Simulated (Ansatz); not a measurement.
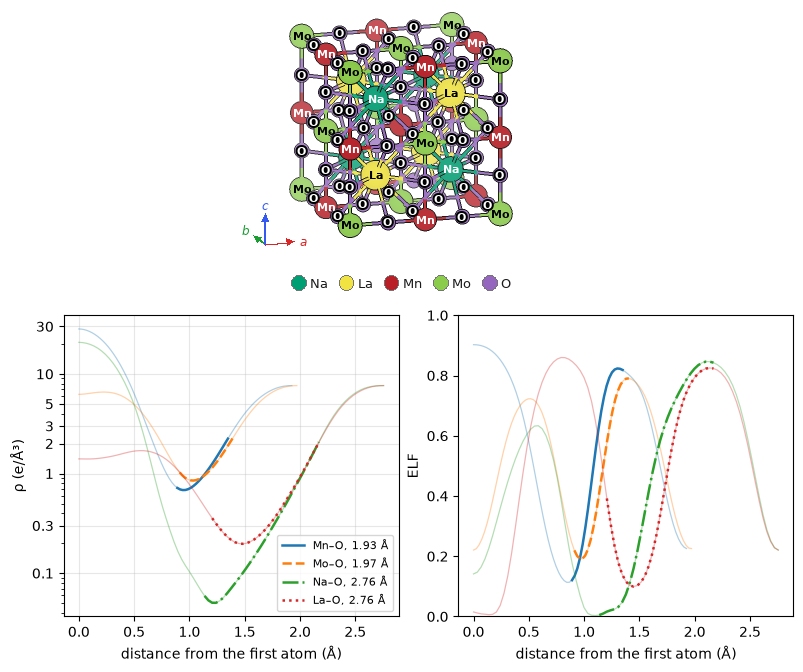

NaLaMnMoO6. Valence electron density and ELF along straight lines between neighbouring atoms. Thin, pale parts lie inside the atomic spheres. The structure is drawn too.

Space group F-43m; a generated structure, not necessarily the stable one; the program warned that a starting moment wasn't kept; spin-polarised.

Method: Ansatz, Kohn-Sham DFT of a periodic cell, RPBE, Ansatz PAW.

The density is the valence pseudo-density of a PAW calculation; it isn't the true density close to the nuclei.

### What can be read from the curves?

Mn–O (1.93 Å): ρ is about 0.68 e/Å³ halfway; the ELF peaks at about 0.80 in the valence shell of O, 0.6 Å from its nucleus, and is about 0.20 at the midpoint: no shared electron pair shows on this line.
Mo–O (1.97 Å): ρ is about 0.87 e/Å³ halfway; the ELF peaks at about 0.80 in the valence shell of O, 0.6 Å from its nucleus, and drops to about 0.20 between the two atoms; no localised pair shows between them.
Na–O (2.76 Å): ρ at the midpoint is about 0.07 e/Å³, with its minimum of 0.05 e/Å³ about 1.2 Å from Na; the ELF is about 0.05 at the midpoint; no shared electron pair shows on this line.
La–O (2.76 Å): ρ is about 0.22 e/Å³ halfway; the ELF is about 0.10 at the midpoint; no shared electron pair shows on this line.
